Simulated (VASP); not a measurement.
Band structure of KZnF₃ (cubic perovskite). Computed with RPBE GGA, VASP's PBE PAW potentials (set 64) (plane waves; VASP).

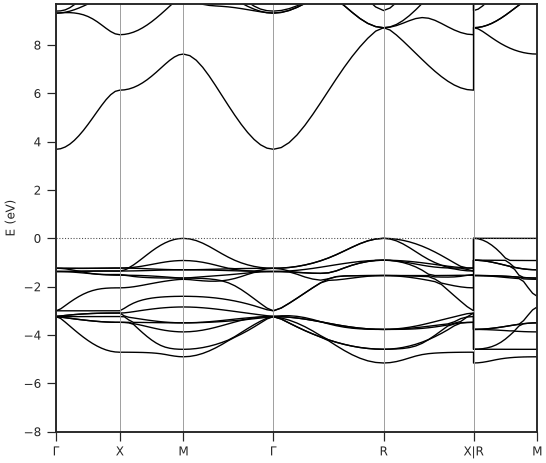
Figure: Bands along high-symmetry lines, zero at the valence-band maximum or, without a gap, the Fermi level

**Question.** Read the plot: is there a gap, and where are the band edges?

**Answer.** The gap is indirect, 3.68 eV, from the valence maximum at R to the conduction minimum at Γ. (Edges off the drawn lines would not show.)

The compound is KZnF3 in the cubic perovskite structure. It was relaxed first, which changed the volume by +12 %.
